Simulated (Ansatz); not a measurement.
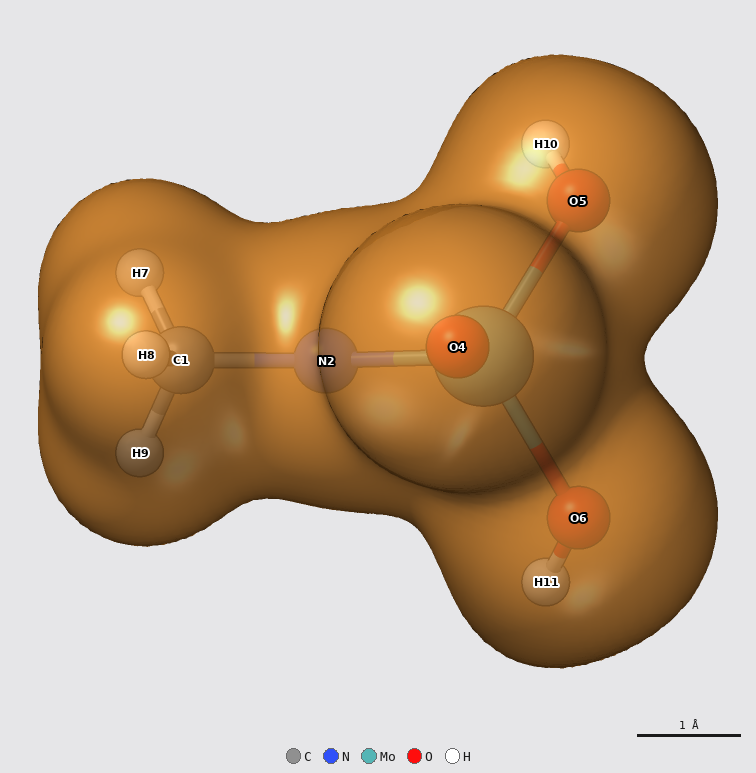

Figure 1: CH$_{5}$MoNO$_{3}$. Isosurface of the electron density at 0.05 e/Å³ (orange), seen across its widest extent.

Geometry: PBE0-D4/def2-TZVP; core potentials replace the inner electrons of Mo.

The calculation used Ansatz, RKS PBE0-D4/def2-TZVPP.

```xyz
11

C    -0.2163   -0.6262    1.7917
N    -0.2011    0.0075    0.5207
Mo    0.3620    0.0831   -1.1071
O     1.4079   -1.2103   -1.3509
O     1.2705    1.7180   -1.3523
O    -1.1235   -0.0462   -2.2627
H     0.1284    0.0710    2.5625
H     0.4258   -1.5142    1.8065
H    -1.2376   -0.9251    2.0497
H     1.2781    2.4114   -0.6900
H    -2.0288   -0.0259   -1.9474
```

Q: How is the density connected at this value?

A: At this value the surface is in one piece. It bridges the sampled C–N (1.42 Å), Mo–O (1.68 Å), Mo–N (1.72 Å) and O–H (0.96 Å) contacts, where the density stays above the isovalue. On the grid the lowest density along these lines, outside the cores, is 1.9 e/Å³ (C–N, 1.42 Å), 1.9 e/Å³ (Mo–O, 1.68 Å), 1.6 e/Å³ (Mo–N, 1.72 Å) and 2.5 e/Å³ (O–H, 0.96 Å).
